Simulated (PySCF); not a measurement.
# CH₉NOSi₂: NMR shifts at several levels of theory, part 2 of 2

PySCF 2.14.0. Atoms count from 0.

**8. NMR shieldings: wB97X-D/pcSseg-1**

Job settings and geometry (Å):

```
{"job": {"kind": "nmr", "xc": "wB97X-D", "basis": "pcSseg-1", "pop": false}, "charge": 0, "multiplicity": 1}
C      1.976273    -0.249421     0.399164
Si     0.614083     0.272595    -0.782990
O      0.112260     1.853952    -0.480312
Si    -1.371775    -0.887158    -0.355390
N     -1.938613    -0.044212     1.057035
H      2.283395    -1.287509     0.191831
H      2.868836     0.390786     0.311827
H      1.611979    -0.201514     1.437040
H      1.128196     0.150295    -2.188890
H      0.782025     2.540544    -0.551635
H     -1.136604    -2.327286    -0.015245
H     -2.287776    -0.892606    -1.550684
H     -2.815997    -0.300993     1.496677
H     -1.833637     0.966397     1.024618
```

Method: GIAO wB97X-D/pcSseg-1 NMR shielding, non-relativistic, gas phase.

What it wrote:

```text
coarse grid: 12064 points
cycle   1  E = -752.2910703817  dE =  1.765e-01  |g| = 7.884e-01  |ddm| = 3.164e+00
cycle   2  E = -752.2639309352  dE =  2.714e-02  |g| = 9.146e-01  |ddm| = 1.224e+00
cycle   3  E = -752.4117177323  dE = -1.478e-01  |g| = 6.204e-02  |ddm| = 6.944e-01
cycle   4  E = -752.4124363365  dE = -7.186e-04  |g| = 3.127e-02  |ddm| = 6.987e-02
cycle   5  E = -752.4126546025  dE = -2.183e-04  |g| = 6.960e-03  |ddm| = 3.070e-02
cycle   6  E = -752.4126661576  dE = -1.156e-05  |g| = 2.158e-03  |ddm| = 8.398e-03
cycle   7  E = -752.4126673572  dE = -1.200e-06  |g| = 5.505e-04  |ddm| = 2.871e-03
final grid: 105608 points
cycle   8  E = -752.4539129843  dE = -9.933e-05  |g| = 6.157e-03  |ddm| = 2.545e-02
cycle   9  E = -752.4539143470  dE = -1.363e-06  |g| = 6.058e-03  |ddm| = 9.269e-03
cycle  10  E = -752.4539213086  dE = -6.962e-06  |g| = 5.405e-04  |ddm| = 3.887e-03
cycle  11  E = -752.4539214080  dE = -9.933e-08  |g| = 2.476e-04  |ddm| = 1.045e-03
cycle  12  E = -752.4539214262  dE = -1.825e-08  |g| = 9.370e-05  |ddm| = 3.867e-04
cycle  13  E = -752.4539214288  dE = -2.551e-09  |g| = 2.768e-05  |ddm| = 1.422e-04
cycle  14  E = -752.4539214291  dE = -3.474e-10  |g| = 1.054e-05  |ddm| = 7.098e-05
converged SCF energy = -752.4539214291

GIAO shielding tensors (ppm)
atom      isotropic    diamagn.    paramagn.     s11        s22        s33       span
  0 C      182.970     256.394     -73.424    168.435    186.331    194.146     25.711
  1 Si     350.271     879.923    -529.652    292.177    344.798    413.839    121.662
  2 O      320.197     390.674     -70.477    283.860    335.586    341.144     57.284
  3 Si     407.549     879.845    -472.296    361.829    389.781    471.039    109.210
  4 N      270.949     317.908     -46.959    241.583    261.115    310.148     68.564
  5 H       31.419      30.752       0.667     27.213     28.576     38.467     11.254
  6 H       30.885      29.733       1.152     26.840     28.242     37.574     10.733
  7 H       30.501      32.411      -1.910     26.280     29.389     35.833      9.553
  8 H       26.162      29.114      -2.952     23.070     24.665     30.751      7.681
  9 H       30.893      31.184      -0.291     22.499     25.835     44.345     21.846
 10 H       26.908      29.579      -2.671     24.543     24.814     31.368      6.825
 11 H       26.589      28.761      -2.173     23.161     24.449     32.156      8.995
 12 H       31.516      29.042       2.475     23.492     26.954     44.102     20.610
 13 H       30.845      32.272      -1.427     21.925     29.332     41.279     19.354
```

Wall time 13 s (1 thread of Arm Neoverse V2, shared host); peak memory 0.79 GiB.

Key values: δ C0 1.6, Si1 2.7, Si3 -54.6, O2 13.0, H8 5.22, H11 4.79 ppm.

**9. NMR shieldings: LC-wPBE/pcSseg-1**

Settings changed since step 8:

```diff
@@ -1,2 +1,2 @@
-{"job": {"kind": "nmr", "xc": "wB97X-D", "basis": "pcSseg-1", "pop": false}, "charge": 0, "multiplicity": 1}
+{"job": {"kind": "nmr", "xc": "LC-wPBE", "basis": "pcSseg-1", "pop": false}, "charge": 0, "multiplicity": 1}
 C      1.976273    -0.249421     0.399164
```

With the program's defaults for keys left out, this is: GIAO LC-wPBE/pcSseg-1 NMR shielding, non-relativistic, gas phase.

What it wrote:

```text
coarse grid: 12064 points
cycle   1  E = -752.0742435258  dE =  1.819e-01  |g| = 7.642e-01  |ddm| = 3.152e+00
cycle   2  E = -752.0820555742  dE = -7.812e-03  |g| = 7.999e-01  |ddm| = 1.055e+00
cycle   3  E = -752.1896749581  dE = -1.076e-01  |g| = 6.011e-02  |ddm| = 5.636e-01
cycle   4  E = -752.1905029711  dE = -8.280e-04  |g| = 2.737e-02  |ddm| = 7.325e-02
cycle   5  E = -752.1906721952  dE = -1.692e-04  |g| = 7.904e-03  |ddm| = 3.061e-02
cycle   6  E = -752.1906870387  dE = -1.484e-05  |g| = 1.714e-03  |ddm| = 9.029e-03
cycle   7  E = -752.1906878397  dE = -8.010e-07  |g| = 5.892e-04  |ddm| = 3.083e-03
final grid: 105608 points
cycle   8  E = -752.2397183058  dE = -3.432e-05  |g| = 6.694e-03  |ddm| = 1.859e-02
cycle   9  E = -752.2397216540  dE = -3.348e-06  |g| = 5.158e-03  |ddm| = 6.454e-03
cycle  10  E = -752.2397257811  dE = -4.127e-06  |g| = 6.481e-04  |ddm| = 3.223e-03
cycle  11  E = -752.2397258594  dE = -7.829e-08  |g| = 1.638e-04  |ddm| = 5.933e-04
cycle  12  E = -752.2397258685  dE = -9.034e-09  |g| = 6.680e-05  |ddm| = 2.930e-04
cycle  13  E = -752.2397258697  dE = -1.227e-09  |g| = 1.660e-05  |ddm| = 8.308e-05
cycle  14  E = -752.2397258698  dE = -1.173e-10  |g| = 8.849e-06  |ddm| = 4.128e-05
converged SCF energy = -752.2397258698

GIAO shielding tensors (ppm)
atom      isotropic    diamagn.    paramagn.     s11        s22        s33       span
  0 C      187.359     256.743     -69.384    173.238    190.207    198.631     25.393
  1 Si     354.371     879.947    -525.576    295.891    347.283    419.940    124.049
  2 O      328.488     390.236     -61.748    291.441    344.585    349.439     57.999
  3 Si     412.554     879.771    -467.217    365.782    396.324    475.555    109.773
  4 N      276.178     317.773     -41.595    247.477    265.623    315.435     67.958
  5 H       31.379      30.709       0.669     27.025     28.411     38.699     11.674
  6 H       30.843      29.708       1.135     26.642     28.100     37.787     11.145
  7 H       30.460      32.328      -1.868     26.065     29.254     36.061      9.997
  8 H       26.222      29.131      -2.909     23.130     24.685     30.851      7.722
  9 H       30.821      31.139      -0.318     22.270     25.656     44.538     22.268
 10 H       26.941      29.518      -2.577     24.568     24.784     31.472      6.904
 11 H       26.701      28.756      -2.055     23.283     24.536     32.282      8.999
 12 H       31.496      29.032       2.464     23.339     26.781     44.367     21.028
 13 H       30.844      32.189      -1.345     21.770     29.221     41.541     19.770
```

Run time: 19 s. Hardware: 1 thread of Arm Neoverse V2, shared host; peak memory 0.79 GiB.

This run: δ C0 1.2, Si1 4.1, Si3 -54.1, O2 10.2, H8 5.10, H11 4.63 ppm.

**10. NMR shieldings: PBE0/6-31G**

Settings changed since step 9:

```diff
@@ -1,2 +1,2 @@
-{"job": {"kind": "nmr", "xc": "LC-wPBE", "basis": "pcSseg-1", "pop": false}, "charge": 0, "multiplicity": 1}
+{"job": {"kind": "nmr", "xc": "PBE0", "basis": "6-31G", "pop": true}, "charge": 0, "multiplicity": 1}
 C      1.976273    -0.249421     0.399164
```

Method: GIAO PBE0/6-31G NMR shielding, non-relativistic, gas phase.

What it wrote:

```text
coarse grid: 12064 points
cycle   1  E = -751.8621715614  dE =  3.162e-01  |g| = 8.122e-01  |ddm| = 3.222e+00
cycle   2  E = -751.6650835212  dE =  1.971e-01  |g| = 1.266e+00  |ddm| = 2.195e+00
cycle   3  E = -751.9994345491  dE = -3.344e-01  |g| = 1.026e-01  |ddm| = 1.560e+00
cycle   4  E = -752.0015868397  dE = -2.152e-03  |g| = 4.630e-02  |ddm| = 1.482e-01
cycle   5  E = -752.0021115447  dE = -5.247e-04  |g| = 7.322e-03  |ddm| = 4.927e-02
cycle   6  E = -752.0021247512  dE = -1.321e-05  |g| = 3.184e-03  |ddm| = 1.198e-02
cycle   7  E = -752.0021270401  dE = -2.289e-06  |g| = 3.124e-04  |ddm| = 3.377e-03
final grid: 105608 points
cycle   8  E = -751.9409604424  dE = -5.439e-06  |g| = 7.680e-03  |ddm| = 1.418e-02
cycle   9  E = -751.9409463276  dE =  1.411e-05  |g| = 1.109e-02  |ddm| = 1.730e-02
cycle  10  E = -751.9409742190  dE = -2.789e-05  |g| = 6.599e-04  |ddm| = 1.052e-02
cycle  11  E = -751.9409743156  dE = -9.654e-08  |g| = 1.001e-04  |ddm| = 6.843e-04
cycle  12  E = -751.9409743178  dE = -2.247e-09  |g| = 4.910e-05  |ddm| = 2.048e-04
cycle  13  E = -751.9409743184  dE = -5.534e-10  |g| = 1.575e-05  |ddm| = 6.020e-05
converged SCF energy = -751.9409743184

GIAO shielding tensors (ppm)
atom      isotropic    diamagn.    paramagn.     s11        s22        s33       span
  0 C      196.971     254.641     -57.670    181.801    201.972    207.140     25.339
  1 Si     415.357     879.106    -463.749    355.745    405.008    485.319    129.575
  2 O      339.262     393.992     -54.730    280.248    354.832    382.707    102.458
  3 Si     474.500     880.327    -405.826    433.300    455.677    534.524    101.224
  4 N      287.763     321.539     -33.776    257.595    267.476    338.217     80.622
  5 H       32.455      30.402       2.053     27.721     29.531     40.112     12.391
  6 H       32.161      30.190       1.972     27.509     29.397     39.578     12.068
  7 H       31.416      30.659       0.757     26.284     30.477     37.487     11.203
  8 H       27.385      29.389      -2.005     23.676     25.483     32.994      9.318
  9 H       33.291      30.669       2.622     24.791     28.122     46.961     22.170
 10 H       28.101      29.600      -1.499     24.834     25.735     33.734      8.900
 11 H       27.730      28.964      -1.234     23.650     25.264     34.277     10.627
 12 H       33.685      30.030       3.655     24.460     28.697     47.898     23.438
 13 H       32.813      30.594       2.218     22.407     31.383     44.648     22.240
```

Run time: 5.7 s. Hardware: 1 thread of Arm Neoverse V2, shared host; peak memory 0.47 GiB.

This run: δ C0 2.6, Si1 29.4, Si3 -29.8, O2 -20.8, H8 5.23, H11 4.88 ppm.

**11. NMR shieldings: PBE0/STO-3G**

Settings changed since step 10:

```diff
@@ -1,2 +1,2 @@
-{"job": {"kind": "nmr", "xc": "PBE0", "basis": "6-31G", "pop": true}, "charge": 0, "multiplicity": 1}
+{"job": {"kind": "nmr", "xc": "PBE0", "basis": "STO-3G", "pop": true}, "charge": 0, "multiplicity": 1}
 C      1.976273    -0.249421     0.399164
```

With the program's defaults for keys left out, this is: GIAO PBE0/STO-3G NMR shielding, non-relativistic, gas phase.

What it wrote:

```text
coarse grid: 12064 points
cycle   1  E = -743.0126682517  dE =  6.097e-02  |g| = 6.848e-01  |ddm| = 4.240e+00
cycle   2  E = -742.9936496779  dE =  1.902e-02  |g| = 7.636e-01  |ddm| = 2.050e+00
cycle   3  E = -743.1751487282  dE = -1.815e-01  |g| = 5.280e-02  |ddm| = 1.149e+00
cycle   4  E = -743.1759500081  dE = -8.013e-04  |g| = 2.567e-02  |ddm| = 1.166e-01
cycle   5  E = -743.1761588421  dE = -2.088e-04  |g| = 2.271e-03  |ddm| = 3.956e-02
cycle   6  E = -743.1761612433  dE = -2.401e-06  |g| = 2.595e-04  |ddm| = 5.397e-03
final grid: 105608 points
cycle   7  E = -743.1324531031  dE = -5.682e-06  |g| = 4.509e-03  |ddm| = 1.491e-02
cycle   8  E = -743.1324535241  dE = -4.210e-07  |g| = 4.371e-03  |ddm| = 1.247e-02
cycle   9  E = -743.1324595433  dE = -6.019e-06  |g| = 1.518e-04  |ddm| = 6.242e-03
cycle  10  E = -743.1324595508  dE = -7.504e-09  |g| = 3.320e-05  |ddm| = 2.673e-04
cycle  11  E = -743.1324595512  dE = -4.093e-10  |g| = 9.139e-06  |ddm| = 7.630e-05
converged SCF energy = -743.1324595512

GIAO shielding tensors (ppm)
atom      isotropic    diamagn.    paramagn.     s11        s22        s33       span
  0 C      234.232     247.520     -13.288    229.716    235.079    237.901      8.184
  1 Si     522.479     870.226    -347.747    458.425    506.778    602.235    143.810
  2 O      416.357     380.536      35.821    294.604    428.584    525.884    231.279
  3 Si     565.350     869.810    -304.460    525.373    538.970    631.707    106.334
  4 N      337.009     313.489      23.520    292.207    308.763    410.058    117.851
  5 H       32.461      30.806       1.656     27.144     29.225     41.015     13.870
  6 H       32.663      30.137       2.526     27.263     29.359     41.367     14.105
  7 H       32.115      31.782       0.333     26.209     30.421     39.716     13.507
  8 H       30.319      31.747      -1.429     26.574     27.344     37.038     10.465
  9 H       36.752      31.848       4.905     28.240     32.693     49.324     21.084
 10 H       30.426      31.785      -1.358     26.817     27.551     36.912     10.095
 11 H       30.342      30.786      -0.444     26.670     27.217     37.139     10.469
 12 H       34.532      30.505       4.027     24.493     30.180     48.922     24.429
 13 H       33.863      31.838       2.025     22.126     33.653     45.809     23.683
```

It took 2.9 s on 1 thread of Arm Neoverse V2, shared host; peak memory 0.43 GiB.

This run: δ C0 0.5, Si1 -4.9, Si3 -47.7, O2 -74.6, H8 2.29, H11 2.26 ppm.

**12. Run by run: NMR shifts**

Shifts (ppm) of some atoms, chosen among heavy atoms and hydrogens apart, with basis size and wall time:

```tsv
run	C0	H8	H9	Si1	Si3	O2	N4	functions	time
PBE0/pcSseg-1	1.7	5.33	0.46	2.9	-55.0	15.8	-6.2	144	9.6 s
mPW1PW91/pcSseg-1	1.7	5.27	0.46	3.0	-54.2	15.1	-6.2	144	9.5 s
WP04/pcSseg-1	1.9	4.51	0.57	-1.4	-51.2	10.0	-5.9	144	10 s
B97-2/pcSseg-1	1.8	5.21	0.42	1.6	-53.9	14.0	-6.4	144	9.8 s
BHandHLYP/pcSseg-1	1.3	4.94	0.70	-0.3	-54.4	12.9	-6.2	144	10 s
CAM-B3LYP/pcSseg-1	1.5	5.16	0.55	2.0	-56.6	18.0	-4.4	144	14 s
wB97X-D/pcSseg-1	1.6	5.22	0.49	2.7	-54.6	13.0	-7.0	144	13 s
LC-wPBE/pcSseg-1	1.2	5.10	0.50	4.1	-54.1	10.2	-8.4	144	19 s
PBE0/6-31G	2.6	5.23	-0.68	29.4	-29.8	-20.8	-27.1	71	5.7 s
PBE0/STO-3G	0.5	2.29	-4.15	-4.9	-47.7	-74.6	-42.3	42	2.9 s
```

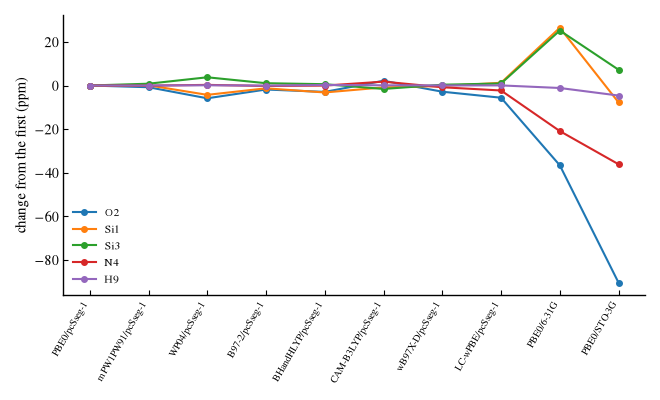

How five of the tabulated atoms move from run to run.

**13. Outcome**

This closing draws on all 2 parts.

| quantity | value |
| --- | --- |
| ¹³C shifts against TMS (PBE0/pcSseg-1) | 1.7 ppm |
| ¹H shifts against TMS (PBE0/pcSseg-1, means over atoms taken as alike) | 5.33, 4.92, 4.55, 0.47, 0.46, 0.15 ppm |
| ²⁹Si shifts against TMS (PBE0/pcSseg-1) | 2.9, -55.0 ppm |
| ¹⁷O shifts against H2O (PBE0/pcSseg-1) | 15.8 ppm |
| ¹⁵N shifts against NH3 (PBE0/pcSseg-1) | -6.2 ppm |
| range of the shift of O2 (minimal bases aside) | -20.8 to 18.0 ppm |
| property runs in this session | 10, of which 0 failed and 1 gave unsound results |

In words: Single values in the summary come from the first sound run of each kind (PBE0/pcSseg-1), which need not be the best level. At PBE0/pcSseg-1: The widest tensor belongs to Si1: span 122 ppm, with a paramagnetic part of -531 ppm. Leaving out the minimal-basis runs, which are unusable for shieldings: Across the 9 runs the shift of O2 moves most, between -20.8 (PBE0/6-31G) and 18.0 ppm (CAM-B3LYP/pcSseg-1). Part of that comes from the computed reference.
